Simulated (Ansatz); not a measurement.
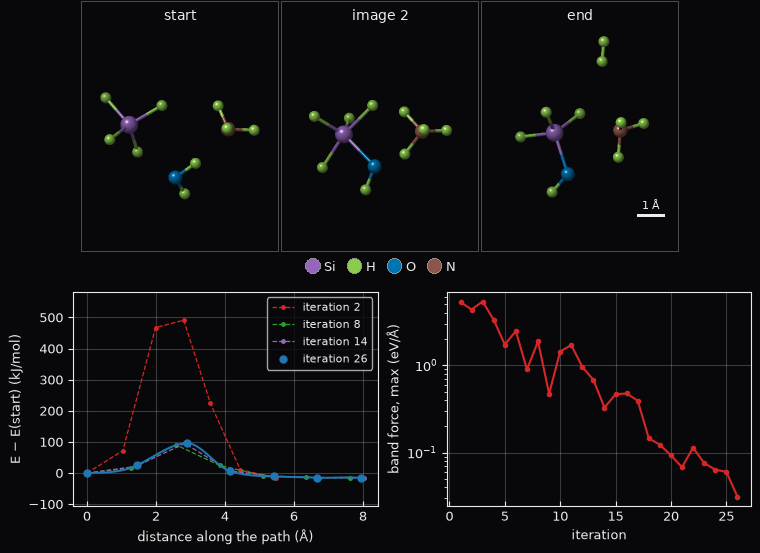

NEB run on SiNH9O. Images are numbered from 0 (start) to 6 (end). The plot follows the band through its iterations. The picture is a ball-and-stick view, seen at a tilt.

The calculation used Ansatz, RKS PBE0-D4/def2-SVP. Run with 5 movable images; climbing image.

Question: How did the profile develop, and is the result final?

Answer: The run is converged, with reservations. The band converged in 26 iterations. The largest component of the band force went from 5.3 to 0.031 eV/Å. The climbing image converged on the top of the path. Its curvatures weren't checked. The largest force component is 0.43 eV/Å at the start and 0.51 eV/Å at the end; an end with forces this large is no minimum, and the barrier measured from it can be far off. The first iteration put the highest image at 707.7 kJ/mol. The energy climbs by 95.9 kJ/mol to image 2 and then falls by 111.4 kJ/mol, so the end point sits at −15.5 kJ/mol.
